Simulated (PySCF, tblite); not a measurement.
# B3H6NO4Si, a small molecule taken as a stand-in for a surface group (boron oxide ring): NMR shifts, core binding energies and electronic excitations, part 1 of 2

Aim: the NMR shifts, core binding energies and electronic excitations of `N[SiH2]OB1OBOBO1`.

Computed with tblite 0.8.0 and PySCF 2.14.0; each step states its level. No surroundings beyond the atoms listed, unless a continuum is named. Atoms count from 0, parts from 1.

### Step 1. The system as given

15 atoms, charge 0, multiplicity 1; geometry: distance geometry start.

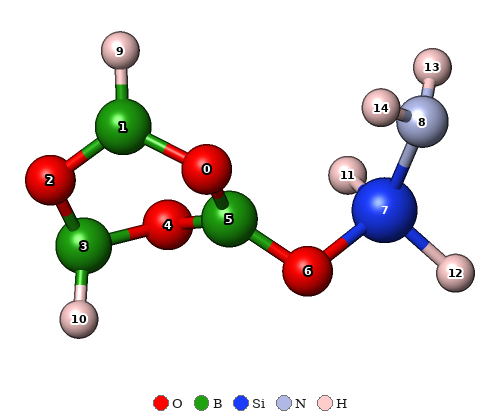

The starting geometry (oxygen red, boron green, silicon blue, nitrogen light blue, hydrogen pink), atoms numbered.

### Step 2. Geometry optimisation with GFN2-xTB

What the job is given:

```
{"job": {"kind": "relax", "xc": "GFN2-xTB", "basis": "xTB"}, "charge": 0, "multiplicity": 1}
O     -0.689589     0.682893     1.395581
B     -1.778007     1.496740     0.792097
O     -3.042171     0.858675     0.476796
B     -2.737369    -0.433074    -0.164837
O     -1.376270    -0.545218    -0.708218
B     -0.477883    -0.399096     0.438032
O      0.513767    -1.429730     0.679912
Si     1.915362    -0.991871    -0.248386
N      2.756483     0.411542     0.454949
H     -1.557544     2.635462     0.598151
H     -3.081760    -1.401223     0.447435
H      1.532623    -0.653138    -1.622431
H      2.768054    -2.208643    -0.200063
H      3.119878     1.024332    -0.315374
H      2.153965     0.936318     1.112070
```

With the program's defaults for keys left out, this is: GFN2-xTB geometry optimisation, gas phase.

The run is started by

```
$ OMP_NUM_THREADS=1 python cluster_run.py task.json out
```

This one command runs all jobs of the session in turn.

The program printed:

```text
step      E/eV     max force
  0    -760.70627    4.269
  1    -761.69307    2.725
  2    -762.38600    1.893
  3    -762.54088    1.260
  4    -762.67761    1.044
  5    -762.83846    1.159
  6    -762.98854    1.326
  7    -763.15806    1.664
  8    -763.32927    1.519
  9    -763.48910    0.995
 10    -763.58433    1.194
 11    -763.69927    0.970
 12    -763.80591    1.086
 13    -763.89175    0.855
 14    -763.95072    0.614
 15    -763.98323    0.642
 16    -764.01147    0.737
 17    -764.03901    0.551
 18    -764.07359    0.327
 19    -764.08311    0.330
 20    -764.10427    0.424
 21    -764.11951    0.387
 22    -764.13232    0.199
 23    -764.13906    0.179
 24    -764.14281    0.180
 25    -764.14614    0.172
 26    -764.15066    0.198
 27    -764.15530    0.218
 28    -764.16038    0.199
 29    -764.16481    0.188
 30    -764.16862    0.180
 31    -764.17226    0.139
 32    -764.17620    0.161
 33    -764.18002    0.143
 34    -764.18318    0.153
 35    -764.18574    0.156
 36    -764.18861    0.227
 37    -764.19214    0.244
 38    -764.19556    0.177
 39    -764.19794    0.116
 40    -764.19966    0.098
 41    -764.20140    0.109
 42    -764.20428    0.170
 43    -764.20890    0.222
 44    -764.21478    0.226
 45    -764.22261    0.255
 46    -764.23130    0.245
 47    -764.23861    0.325
 48    -764.22181    1.145
 49    -764.24867    0.198
 50    -764.25129    0.122
 51    -764.25515    0.182
 52    -764.25644    0.198
 53    -764.25807    0.156
 54    -764.26392    0.144
 55    -764.26529    0.138
 56    -764.26678    0.080
 57    -764.26770    0.088
 58    -764.26850    0.071
 59    -764.26936    0.074
 60    -764.27011    0.059
 61    -764.27056    0.055
 62    -764.27093    0.049
 63    -764.27139    0.059
 64    -764.27194    0.060
 65    -764.27253    0.089
 66    -764.27316    0.084
 67    -764.27380    0.085
 68    -764.27435    0.067
 69    -764.27481    0.046
 70    -764.27508    0.036
 71    -764.27529    0.034
 72    -764.27556    0.036
 73    -764.27590    0.039
 74    -764.27630    0.052
 75    -764.27676    0.073
 76    -764.27728    0.075
 77    -764.27782    0.057
 78    -764.27825    0.054
 79    -764.27853    0.045
 80    -764.27873    0.037
 81    -764.27894    0.038
 82    -764.27921    0.041
 83    -764.27948    0.045
 84    -764.27968    0.035
 85    -764.27979    0.020
 86    -764.27985    0.019
 87    -764.27990    0.021
 88    -764.27995    0.020
 89    -764.28002    0.021
 90    -764.28007    0.019
 91    -764.28013    0.027
 92    -764.28020    0.036
 93    -764.28030    0.036
 94    -764.28040    0.029
 95    -764.28051    0.030
 96    -764.28061    0.030
 97    -764.28071    0.026
 98    -764.28080    0.021
 99    -764.28088    0.023
100    -764.28096    0.019
101    -764.28102    0.020
102    -764.28107    0.021
103    -764.28114    0.022
104    -764.28123    0.030
105    -764.28134    0.028
106    -764.28145    0.022
107    -764.28156    0.030
108    -764.28168    0.027
109    -764.28179    0.027
110    -764.28187    0.026
111    -764.28192    0.022
112    -764.28197    0.023
113    -764.28201    0.016
114    -764.28203    0.014
115    -764.28204    0.008
```

Wall time 2.6 s (1 thread of Arm Neoverse V2, shared host).

Step by step:

```tsv
step	energy from step 0 (eV)	largest force (eV/Å)
0	0.0000	4.2689
4	-1.9713	1.0439
8	-2.6230	1.5197
12	-3.0996	1.0857
16	-3.3052	0.7376
20	-3.3980	0.4240
24	-3.4365	0.1801
28	-3.4541	0.1987
32	-3.4699	0.1611
36	-3.4823	0.2272
40	-3.4934	0.0972
44	-3.5085	0.2259
48	-3.5155	1.1442
52	-3.5502	0.1983
56	-3.5605	0.0799
60	-3.5638	0.0590
64	-3.5657	0.0602
68	-3.5681	0.0667
72	-3.5693	0.0365
76	-3.5710	0.0751
80	-3.5725	0.0375
84	-3.5734	0.0354
88	-3.5737	0.0201
92	-3.5739	0.0359
96	-3.5743	0.0293
100	-3.5747	0.0191
104	-3.5750	0.0299
108	-3.5754	0.0269
112	-3.5757	0.0230
115	-3.5758	0.0084
```

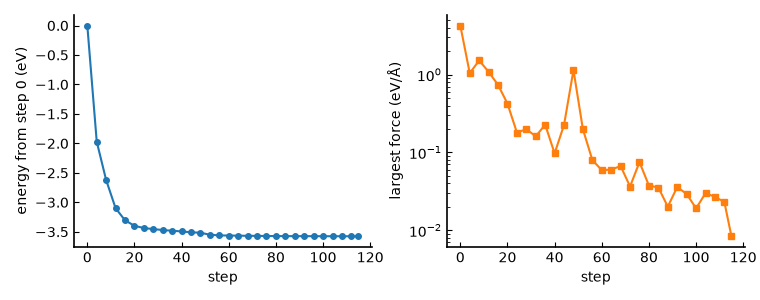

Energy and largest force along the relaxation.

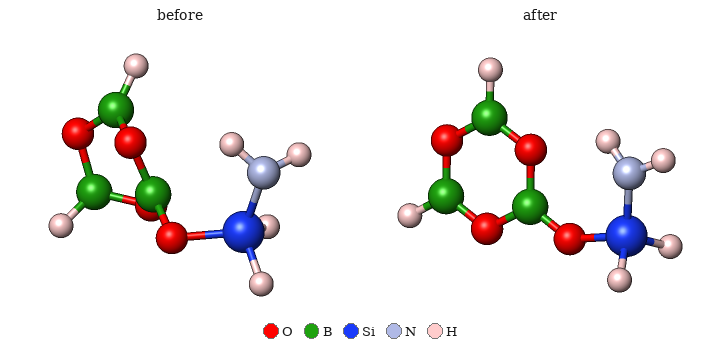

The geometry before (left) and after (right).

Close pairs (by a distance rule), those that changed most:

```tsv
bond	before (Å)	after (Å)	change (Å)
O0–B1	1.487	1.353	-0.134
B5–O6	1.451	1.317	-0.133
B3–O4	1.470	1.351	-0.118
O2–B3	1.474	1.364	-0.111
O6–Si7	1.737	1.632	-0.105
B1–O2	1.451	1.360	-0.090
O4–B5	1.464	1.375	-0.089
O0–B5	1.460	1.390	-0.070
```

### Step 3. Relaxing the molecule at PBE0-D3(BJ)/def2-SVP

What the job is given:

```
{"job": {"xc": "PBE0", "basis": "def2-SVP", "d3": "d3bj", "grid": 2, "kind": "geom", "shake": 0.01}, "charge": 0, "multiplicity": 1}
O     -0.499617     0.792846     0.248370
B     -1.669965     1.442788     0.598233
O     -2.875016     0.788214     0.550107
B     -2.867759    -0.508179     0.149444
O     -1.769350    -1.160109    -0.212651
B     -0.555140    -0.506532    -0.162735
O      0.560213    -1.149027    -0.501884
Si     2.177116    -0.903377    -0.614430
N      2.583969     0.517859     0.270650
H     -1.625769     2.563546     0.952777
H     -3.934264    -1.075792     0.116674
H      2.406774    -0.891409    -2.051690
H      2.698169    -2.058915     0.067282
H      3.488982     0.918446     0.217065
H      1.870733     1.204271     0.387458
```

The program printed:

```text
step   0  E = -722.69435227  max force = 0.042850
step   1  E = -722.70295071  max force = 0.008433
step   2  E = -722.70355705  max force = 0.002701
step   3  E = -722.70378363  max force = 0.002005
step   4  E = -722.70416874  max force = 0.003686
step   5  E = -722.70485987  max force = 0.008714
step   6  E = -722.70552013  max force = 0.006462
step   7  E = -722.70650305  max force = 0.002464
step   8  E = -722.70668134  max force = 0.002591
step   9  E = -722.70693836  max force = 0.002421
step  10  E = -722.70715532  max force = 0.002772
step  11  E = -722.70735043  max force = 0.003474
step  12  E = -722.70760620  max force = 0.002501
step  13  E = -722.70790101  max force = 0.002165
step  14  E = -722.70789197  max force = 0.002500
step  15  E = -722.70816186  max force = 0.002292
step  16  E = -722.70824734  max force = 0.002095
step  17  E = -722.70829705  max force = 0.000745
step  18  E = -722.70831577  max force = 0.000534
step  19  E = -722.70832115  max force = 0.000454
step  20  E = -722.70832262  max force = 0.000285
optimisation converged
```

Run time: 5.6 min. Hardware: 1 thread of Arm Neoverse V2, shared host; peak memory 0.87 GiB.

Step by step:

```tsv
step	energy from step 0 (eV)	largest force component (eV/Å)
0	0.0000	2.2034
1	-0.2340	0.4336
2	-0.2505	0.1389
3	-0.2566	0.1031
4	-0.2671	0.1895
5	-0.2859	0.4481
6	-0.3039	0.3323
7	-0.3306	0.1267
8	-0.3355	0.1332
9	-0.3425	0.1245
10	-0.3484	0.1425
11	-0.3537	0.1786
12	-0.3607	0.1286
13	-0.3687	0.1113
14	-0.3684	0.1286
15	-0.3758	0.1179
16	-0.3781	0.1077
17	-0.3795	0.0383
18	-0.3800	0.0275
19	-0.3801	0.0233
20	-0.3802	0.0147
```

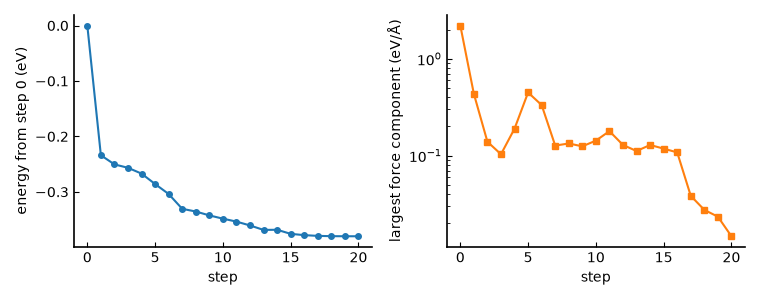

Energy and force, step by step.

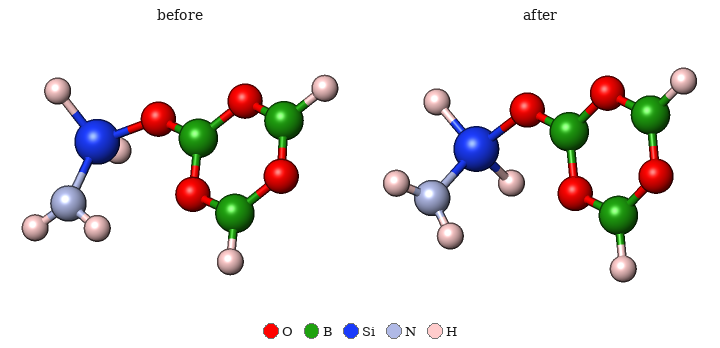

The geometry before (left) and after (right).

Distances of close pairs at the start and the end, largest changes first:

```tsv
bond	before (Å)	after (Å)	change (Å)
O6–Si7	1.639	1.697	+0.057
Si7–H12	1.439	1.484	+0.044
B3–O4	1.328	1.363	+0.036
Si7–H11	1.456	1.487	+0.031
B1–H9	1.176	1.203	+0.027
O0–B5	1.364	1.391	+0.027
N8–H13	0.991	1.013	+0.022
O2–B3	1.357	1.374	+0.018
```

The final coordinates are the input of the step that follows.

```tsv
at the end point	value
point group (found at 0.08 Å tolerance)	C1
rotational constants (GHz, main isotopes)	3.504, 0.811, 0.693
dipole moment (D)	1.98
```

### Step 4. Nuclear shieldings: PBE0/pcSseg-1

What the job is given:

```
{"job": {"kind": "nmr", "xc": "PBE0", "basis": "pcSseg-1"}, "charge": 0, "multiplicity": 1}
O     -0.596372     0.799397    -0.015814
B     -1.740429     1.501361     0.238586
O     -2.899834     0.828294     0.520789
B     -2.919511    -0.545673     0.552918
O     -1.777357    -1.244130     0.296041
B     -0.599000    -0.590977     0.004740
O      0.518154    -1.282495    -0.253182
Si     2.058785    -0.685452    -0.638893
N      2.698314     0.437841     0.481732
H     -1.728562     2.704387     0.218069
H     -3.941923    -1.124739     0.808542
H      1.938870    -0.036787    -1.971326
H      2.931437    -1.885262    -0.647864
H      3.109808     0.132092     1.355372
H      2.297100     1.365476     0.561021
```

Method: GIAO PBE0/pcSseg-1 NMR shielding, non-relativistic, gas phase.

The program printed:

```text
coarse grid: 14008 points
cycle   1  E = -722.7311203027  dE =  1.446e+00  |g| = 1.180e+00  |ddm| = 3.521e+00
cycle   2  E = -722.4901639883  dE =  2.410e-01  |g| = 1.655e+00  |ddm| = 1.610e+00
cycle   3  E = -722.9722864154  dE = -4.821e-01  |g| = 8.935e-02  |ddm| = 1.029e+00
cycle   4  E = -722.9731182700  dE = -8.319e-04  |g| = 6.410e-02  |ddm| = 9.197e-02
cycle   5  E = -722.9738454239  dE = -7.272e-04  |g| = 1.045e-02  |ddm| = 3.935e-02
cycle   6  E = -722.9738653718  dE = -1.995e-05  |g| = 2.411e-03  |ddm| = 8.650e-03
cycle   7  E = -722.9738664849  dE = -1.113e-06  |g| = 8.828e-04  |ddm| = 2.098e-03
final grid: 133608 points
cycle   8  E = -723.0583962407  dE = -4.916e-05  |g| = 1.168e-02  |ddm| = 2.153e-02
cycle   9  E = -723.0583685400  dE =  2.770e-05  |g| = 1.703e-02  |ddm| = 1.519e-02
cycle  10  E = -723.0584204507  dE = -5.191e-05  |g| = 8.581e-04  |ddm| = 9.508e-03
cycle  11  E = -723.0584205643  dE = -1.136e-07  |g| = 3.847e-04  |ddm| = 6.922e-04
cycle  12  E = -723.0584205886  dE = -2.432e-08  |g| = 6.006e-05  |ddm| = 2.398e-04
cycle  13  E = -723.0584205893  dE = -6.896e-10  |g| = 1.962e-05  |ddm| = 6.389e-05
converged SCF energy = -723.0584205893

GIAO shielding tensors (ppm)
atom      isotropic    diamagn.    paramagn.     s11        s22        s33       span
  0 O      139.825     400.194    -260.369     -1.222    119.162    301.535    302.757
  1 B       73.507     197.796    -124.289     60.336     67.378     92.807     32.471
  2 O      115.262     393.795    -278.534    -74.212     92.716    327.282    401.494
  3 B       73.115     195.592    -122.477     57.371     69.263     92.710     35.339
  4 O      140.831     396.247    -255.416      2.048    112.552    307.894    305.846
  5 B       84.673     200.217    -115.543     68.965     87.571     97.483     28.519
  6 O      192.987     400.248    -207.261    124.308    184.740    269.914    145.606
  7 Si     383.909     879.501    -495.592    354.334    392.377    405.017     50.683
  8 N      229.203     321.499     -92.296    203.155    230.266    254.186     51.031
  9 H       26.730      29.821      -3.091     23.246     26.366     30.578      7.332
 10 H       26.680      27.936      -1.256     23.285     25.915     30.840      7.554
 11 H       26.257      29.549      -3.292     22.813     24.859     31.100      8.286
 12 H       26.610      27.779      -1.169     22.584     24.957     32.288      9.705
 13 H       29.890      30.592      -0.702     24.176     25.202     40.293     16.117
 14 H       29.810      33.645      -3.835     22.847     27.158     39.426     16.579
```

Wall time 26 s (1 thread of Arm Neoverse V2, shared host); peak memory 0.92 GiB.

The references, computed at this level on geometries of the same kind, shield at (ppm): ¹H TMS 31.27, ²⁹Si TMS 352.0, ¹⁵N NH3 265.7, ¹⁷O H2O 334.6, ¹¹B BF3·OEt2 100.7. Their shielding less the atom's gives the shift. The references are single molecules in the gas phase, so shifts against H2O, NH3, PH3, H3PO4 or CFCl3 are not on the usual liquid scales and can be off by tens of ppm.

```tsv
atoms	environment	σ (ppm)	δ (ppm)
H11	hydrogen on a silicon bonded to N, O	26.26	5.01
H12	hydrogen on a silicon bonded to N, O	26.61	4.66
H10	hydrogen on a boron bonded to 2 O	26.68	4.59
H9	hydrogen on a boron bonded to 2 O	26.73	4.54
H14	hydrogen on a nitrogen bonded to Si	29.81	1.46
H13	hydrogen on a nitrogen bonded to Si	29.89	1.38
O2	oxygen bonded to 2 B	115.3	219.3
O0	oxygen bonded to 2 B	139.8	194.7
O4	oxygen bonded to 2 B	140.8	193.7
O6	oxygen bonded to B, Si	193.0	141.6
B3	boron bonded to 2 O, H	73.1	27.6
B1	boron bonded to 2 O, H	73.5	27.2
B5	boron bonded to 3 O	84.7	16.1
Si7	silicon bonded to N, O, 2 H	383.9	-31.9
N8	nitrogen bonded to Si, 2 H	229.2	36.5
```

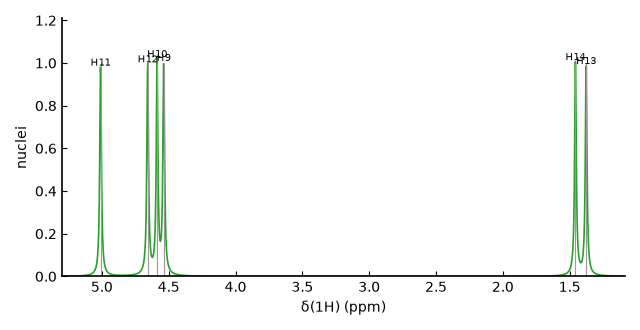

¹H lines at the computed shifts, without couplings. Lines are broadened to a width of 0.01 ppm (Lorentzian).

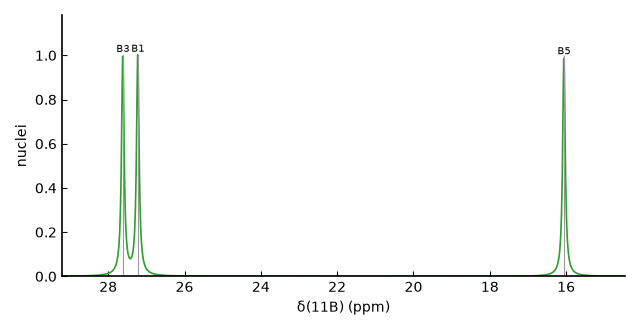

¹¹B lines at the computed shifts, without couplings. Lines are broadened to a width of 0.08 ppm (Lorentzian).

The run also stored atomic charges by several schemes (e):

```tsv
atoms	Mulliken	IAO	Hirshfeld	ESP fit
O0	-0.52	-0.46	-0.22	-0.73
B1	0.50	0.41	0.25	0.79
O2	-0.49	-0.43	-0.22	-0.71
B3	0.50	0.42	0.25	0.86
O4	-0.47	-0.43	-0.22	-0.78
B5	0.72	0.62	0.31	1.22
O6	-0.61	-0.64	-0.27	-0.70
Si7	0.89	1.08	0.43	0.86
N8	-0.65	-0.83	-0.31	-1.09
```

ESP fit charges:

O0 -0.73; B1 0.79; O2 -0.71; B3 0.86; O4 -0.78; B5 1.22; O6 -0.70; Si7 0.86; N8 -1.09; H9 -0.15; H10 -0.16; H11 -0.14; H12 -0.11; H13 0.42; H14 0.41

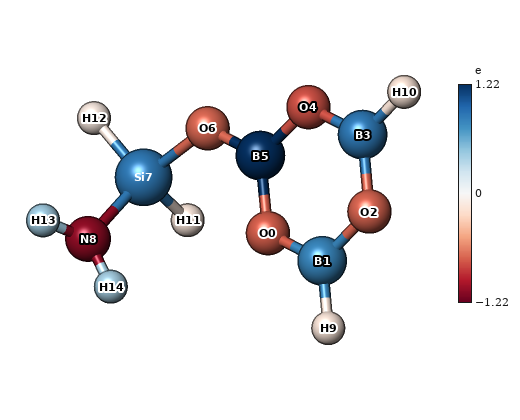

ESP fit charges, as colours on the atoms.

Mayer bond orders: O0–B1 1.10, B1–O2 1.11, O2–B3 1.08, B3–O4 1.12, O4–B5 1.06, B5–O6 1.20, O6–Si7 0.82, Si7–N8 1.10, B5–O0 1.00.

Ring of atoms O0, B1, O2, B3, O4, B5: NICS(0) -1.9, NICS(1) -2.2, NICS(1)zz -1.4 ppm (means of both faces).

(Continued in part 2 of 2.)
